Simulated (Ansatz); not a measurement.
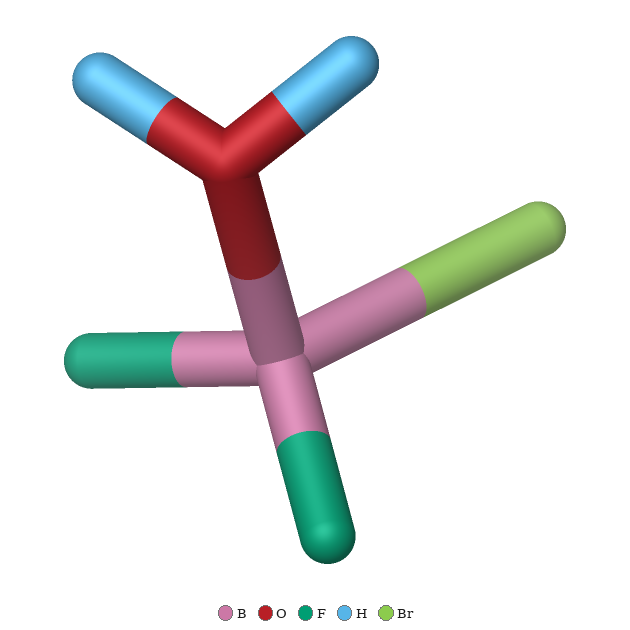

A stick model of a molecule. Every bond is drawn as one stick, whatever its order.

The geometry was computed by an optimisation with PBE0-D4/def2-TZVP.

What does the picture show?

Formula BBrF2H2O. The point group is C1. Coordination: 1 B tetrahedral; 1 O trigonal pyramidal.

The parts below concern this one geometry. Atoms keep their numbers from picture to picture.

### Shape

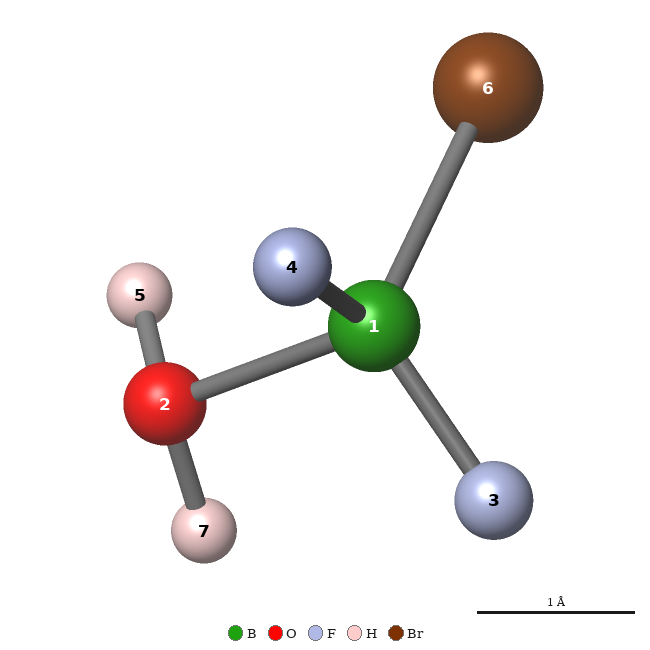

Which atoms are bonded, and how long are the bonds?

```csv
bond,length (Å)
B1–O2,1.689
B1–F3,1.348
B1–F4,1.334
B1–Br6,2.013
O2–H5,0.969
O2–H7,0.967
```

### Dipole moment

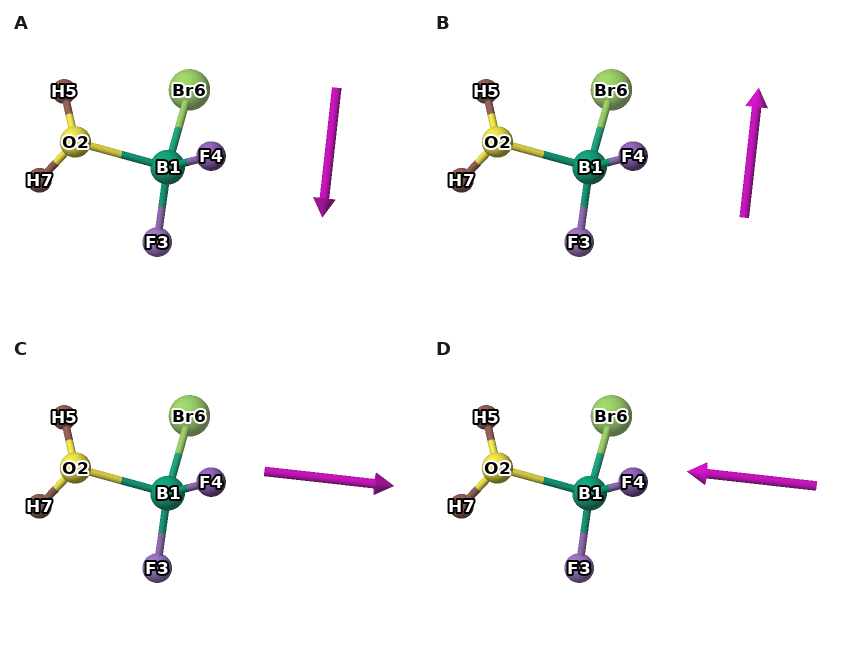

The same molecule four times, each with an arrow. Properties computed with RKS PBE0-D4/def2-TZVP (Ansatz 0.2.0).

**Which arrow points along the dipole moment, from the negative to the positive end?**

D. The dipole moment is 4.70 D; it points from the side of F4 to the side of H7 (the outermost atoms at the two ends).

### Vibrations

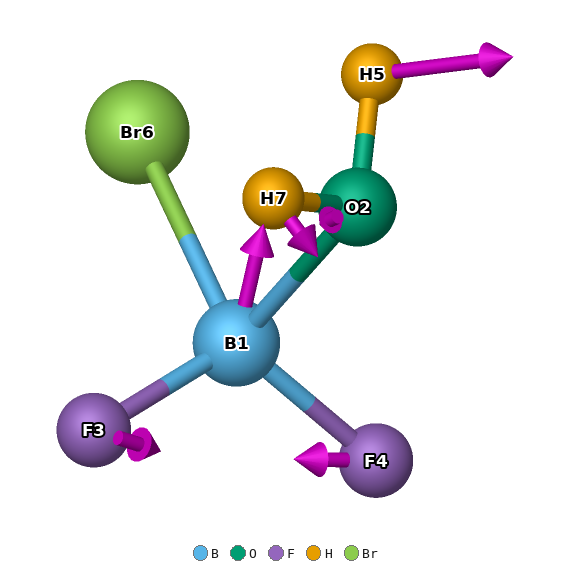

The arrows show one normal mode. Harmonic vibrations computed with RKS PBE0-D4/def2-TZVP (Ansatz 0.2.0) at a stationary point of the same level.

**At what wavenumber does it lie?**

541 cm⁻¹; it is mode 7 of 15 counted from the lowest.

### Charges

The questions are on Mulliken charges. Method: RKS PBE0-D4/def2-TZVP (Ansatz 0.2.0).

Give the Mulliken charges atom by atom.

```csv
atom,value (e)
B1,0.37
O2,−0.38
F3,−0.26
F4,−0.25
H5,0.37
Br6,−0.23
H7,0.38
```

Mulliken values depend strongly on the basis set and can even reverse the polarity of a bond.
